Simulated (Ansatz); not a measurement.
**F3HSeSi: trial inputs and their diagnosis**

Aim: try 3 inputs for F3HSeSi as typed, read how each ends, and find what has to change.

Computed with Ansatz 0.2.0, Gaussian basis. Level: the settings change from run to run.

### 1 The geometry

The structure was relaxed beforehand with PBE0-D4 in a triple-zeta def2 set.

SMILES `F[Si](F)(F)[SeH]`, 6 atoms, charge 0, spin multiplicity 1.

Atoms are counted from 1 here; the program's logs count them from 0.

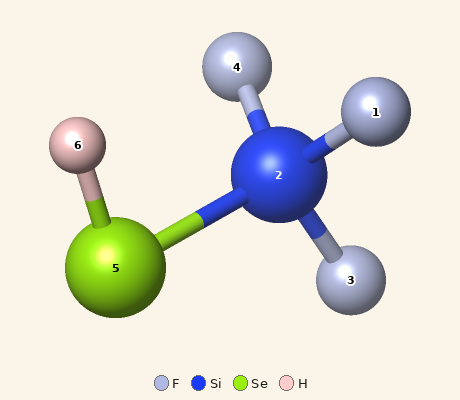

The geometry (fluorine light blue, silicon blue, selenium green, hydrogen pink); atoms are numbered from 1 in the order of the file.

### 2 Try 1

The input, in.yaml:

```yaml
crystal:
  periodic: [false, false, false]
  atoms:
    - {symbol: F, position_ang: [0.110735, -0.318071, 1.729184]}
    - {symbol: Si, position_ang: [0.200762, -0.500218, 0.095874]}
    - {symbol: F, position_ang: [-0.083387, -1.914501, -0.323983]}
    - {symbol: F, position_ang: [1.718811, -0.190686, -0.339055]}
    - {symbol: Se, position_ang: [-1.289654, 0.883433, -0.878898]}
    - {symbol: H, position_ang: [-0.614381, 2.053374, -0.295321]}
basis:
  gaussian: {orbitals: cc-pVTZ-DK}
hamiltonian: {xc: {name: HF}}
correlation: {active_space: {window: {electrons: 3, orbitals: 2}}}
output: {forces: true}
```

Launch:

```
ansatz run in.yaml --threads 4 --pin off --events-out ev --progress --plain --max-ram 10444MiB
```

The program printed:

```text
Functional definition: HF
  name "HF"
  cite "Fock, Z. Phys. 61, 126 (1930) doi:10.1007/BF01340294"
  parent pbe
  exchange = exact_x
  correlation = 0
1124 factors; integrals over basis functions are off by at most 1.0e-3 eV
mean field evaluation 1: about -82097.6372 eV, gradient 4.2e1 eV
mean field evaluation 2: about -82097.8588 eV, gradient 4.3e1 eV
mean field evaluation 4: about -82100.9225 eV, gradient 2.3e0 eV
mean field evaluation 8: about -82100.9644 eV, gradient 2.3e-1 eV
mean field -82100.96468657 eV, -3017.1548021988 hartree, gradient 5.2e-6 eV, S^2 0.000000; 0 other end points of the search recorded, 0 dependent functions left out
reference -82100.96468657 eV, -3017.1548021988 hartree; 38, 38 occupied and 143, 143 virtual orbitals, 1124 factors
Error: 3 electrons in 2 orbitals form no window around the highest filled level of the reference
```

Run time: 1.5 s. Hardware: 4 threads of Arm Neoverse V2, shared host.

Diagnosis: The run stopped with an error. The active space doesn't fit the electrons. Its coordinates are also moved off the relaxed structure. Fix: choose a window whose electrons and orbitals fit the reference.

### 3 Try 2

The input, in.yaml:

```yaml
crystal:
  periodic: [false, false, false]
  atoms:
    - {symbol: F, position_ang: [0.319516, -0.689376, 3.174275]}
    - {symbol: Si, position_ang: [0.384812, -0.875214, 0.206142]}
    - {symbol: F, position_ang: [-0.257300, -3.671570, -0.572010]}
    - {symbol: F, position_ang: [3.190681, -0.297522, -0.595014]}
    - {symbol: Se, position_ang: [-2.422191, 1.650193, -1.671243]}
    - {symbol: H, position_ang: [-1.215518, 3.883470, -0.542131]}
basis:
  gaussian: {orbitals: cc-pVTZ-DK}
hamiltonian: {xc: {name: B2PLYP}}
scf: {lower_state_search: light}
output: {forces: true}
```

Same command.

The program printed (excerpt; [...] marks lines left out):

```text
Functional definition: B2PLYP
  name "B2PLYP"
  cite "Grimme, J. Chem. Phys. 124, 034108 (2006) doi:10.1063/1.2148954"
  cite "Becke, Phys. Rev. A 38, 3098 (1988) doi:10.1103/PhysRevA.38.3098"
  cite "Lee, Yang & Parr, Phys. Rev. B 37, 785 (1988) doi:10.1103/PhysRevB.37.785"
[...]
1116 factors; integrals over basis functions are off by at most 1.3e-3 eV
[...]
mean field -82145.75040695 eV, -3018.8006470659 hartree, gradient 2.4e-6 eV, S^2 0.000000; 8 other end points of the search recorded, 0 dependent functions left out; unrestricted orbitals would lower it
17 core orbitals not correlated: weight in the atoms' cores, before any rotation towards them, 1.000 or more for the frozen orbitals, at most 0.000 for the correlated occupied ones
reference -82145.75058470 eV, -3018.8006535980 hartree; 21, 21 occupied and 143, 143 virtual orbitals, 1116 factors
second order -47.08688875 eV of doubles, -0.00000000 eV of singles
[...]
Total energy: -82158.46404466 eV, -3019.2678646342 hartree
Relativity: scalar
Atom 0 at     0.319516    -0.689376     3.174275 Å, force     0.025274    -0.094215    -1.604657 eV/Å
Atom 1 at     0.384812    -0.875214     0.206142 Å, force     1.041743    -1.051779     0.684430 eV/Å
Atom 2 at    -0.257300    -3.671570    -0.572010 Å, force     0.349830     1.564857     0.428188 eV/Å
Atom 3 at     3.190681    -0.297522    -0.595014 Å, force    -1.520699    -0.305334     0.424487 eV/Å
Atom 4 at    -2.422191     1.650193    -1.671243 Å, force     0.909607     1.421718     0.825765 eV/Å
Atom 5 at    -1.215518     3.883470    -0.542131 Å, force    -0.805755    -1.535247    -0.758212 eV/Å
Dipole moment:    -0.260862     0.166237    -0.180557 e Å
```

Run time: 20 s. Hardware: 4 threads of Arm Neoverse V2, shared host; peak memory 0.66 GiB.

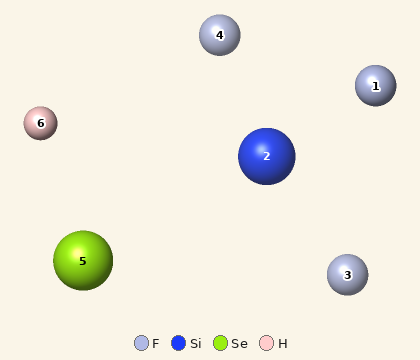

The geometry of this input.

What is wrong: It ended without an error, which proves nothing about the input. The coordinates are in bohr but typed as ångström. The shortest distance is 2.78 Å (Se5–H6), against 1.47 Å in the relaxed molecule. Its energy is no property of the relaxed molecule. To mend it, take the coordinates from the file in ångström.

### 4 Try 3

The input, in.yaml:

```yaml
crystal:
  periodic: [true, true, true]
  atoms:
    - {symbol: F, position_ang: [0.169080, -0.364802, 1.679753]}
    - {symbol: Si, position_ang: [0.203634, -0.463143, 0.109086]}
    - {symbol: F, position_ang: [-0.136157, -1.942910, -0.302694]}
    - {symbol: F, position_ang: [1.688435, -0.157442, -0.314868]}
    - {symbol: Se, position_ang: [-1.281768, 0.873244, -0.884383]}
    - {symbol: H, position_ang: [-0.643224, 2.055043, -0.286883]}
basis:
  gaussian: {orbitals: 6-31G, final_grid: {core_spheres: 20, valence_spheres: 16, degree: 47}}
hamiltonian: {xc: {name: PBEsol}}
scf: {lower_state_search: light}
```

Same command.

The program printed:

```text
Error: YAML parse error: error: line 2 column 3: crystal: missing field `lattice` (a structure is typed as `lattice` and `atoms`, a molecule's as `atoms` in Å alone, or read from a run's directory, `checkpoint`)
 --> <input>:2:3
  |
1 | crystal:
2 |   periodic: [true, true, true]
  |   ^ crystal: missing field `lattice` (a structure is typed as `lattice` and `atoms`, a molecule's as `atoms` in Å alone, or read from a run's directory, `checkpoint`)
3 |   atoms:
4 |     - {symbol: F, position_ang: [0.169080, -0.364802, 1.679753]}
  |
```

It took 0.05 s on 4 threads of Arm Neoverse V2, shared host.

What is wrong: Refused before any calculation. The molecule is marked periodic without a cell. To mend it, set periodic to false, or give a lattice.

### 5 How the tries ended

| try | level | ended | cause | time |
| --- | --- | --- | --- | --- |
| 1 | HF/cc-pVTZ-DK | stopped by an error | the active space doesn't fit the electrons | 1.5 s |
| 2 | B2PLYP/cc-pVTZ-DK | converged | the coordinates are in bohr but typed as ångström | 20 s |
| 3 | PBEsol/6-31G | refused | the molecule is marked periodic without a cell | 0.05 s |

**Reading.** 1 stopped by an error, 1 converged, 1 refused. A refusal costs next to no computing time. The dangerous case is the input that converges on a wrong geometry, charge, spin, basis or grid: often only a look at the input shows it.
